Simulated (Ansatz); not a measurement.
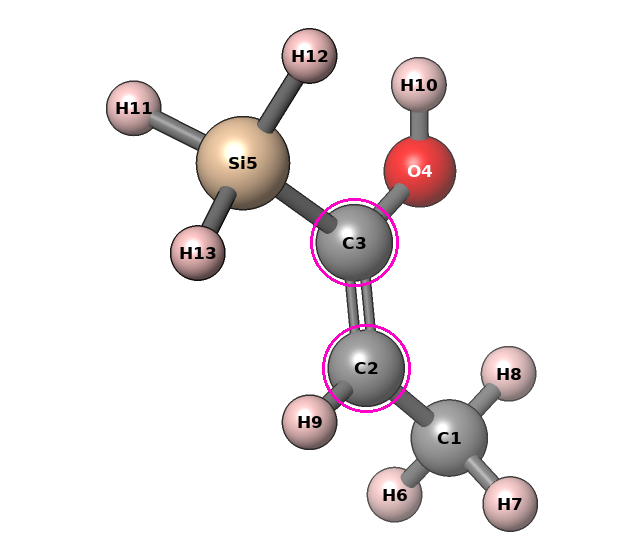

Depth is shown by fading: the farther an atom, the more it takes the colour of the background. Circles mark the stereogenic atoms. The computed structure is the end point of a PBE-D4/def2-SVP optimisation. No frequency run is at hand to confirm it as a minimum.

Question: Assign CIP descriptors.

Answer: C2=C3: E.

Question: Write the isomeric SMILES.

Answer: C/C=C(\O)[SiH3]
